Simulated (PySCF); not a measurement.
Electron detachment energy of Li⁻ ([He] 2s² → [He] 2s). PySCF, aug-cc-pVTZ plus 1 diffuse shell for each l, non-relativistic, unrestricted single determinants, no spin-orbit coupling. Methods marked “valence” freeze 2 core electrons.

The results, method by method:

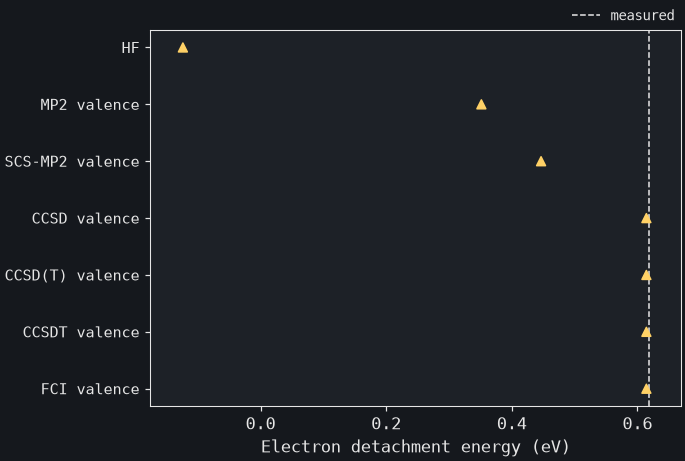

```json
{"Method": "HF", "Electron detachment energy (eV)": "−0.124"}
{"Method": "MP2 valence", "Electron detachment energy (eV)": "0.352"}
{"Method": "SCS-MP2 valence", "Electron detachment energy (eV)": "0.447"}
{"Method": "CCSD valence", "Electron detachment energy (eV)": "0.614"}
{"Method": "CCSD(T) valence", "Electron detachment energy (eV)": "0.614"}
{"Method": "CCSDT valence", "Electron detachment energy (eV)": "0.614"}
{"Method": "FCI valence", "Electron detachment energy (eV)": "0.614"}
```

The values run from −0.124 eV (HF) to 0.614 eV (CCSD valence, CCSD(T) valence, CCSDT valence and FCI valence). The measured value is 0.618 eV; nearest to it come CCSD valence (−0.004) and FCI valence (−0.004), furthest HF (−0.742 eV).

Limits of the model: large single amplitudes.
